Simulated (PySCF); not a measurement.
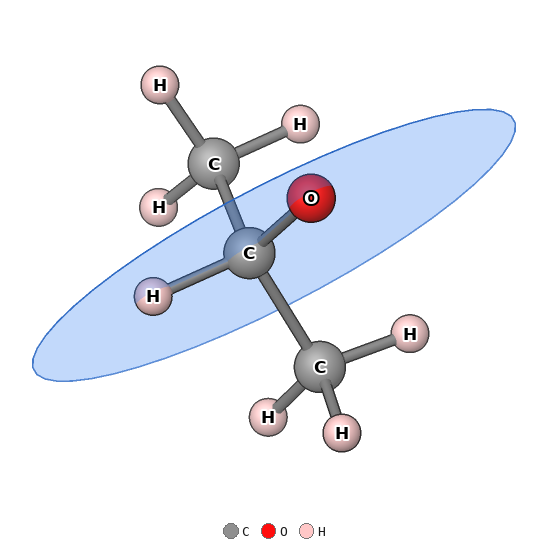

All proper rotation axes (lines) and mirror planes (discs) of the structure are drawn in. Atoms fade into the background with distance from the viewer. The species has charge −1 and is a spin singlet. The computed structure is the end point of a PBE0-D3(BJ)/def2-SVP optimisation. No frequency run is at hand to confirm it as a minimum.

Question: Name the symmetry elements and the point group.

Answer: It has 1 mirror plane. Point group Cs. The group has 2 operations. The geometry is achiral, and symmetry allows a dipole moment.
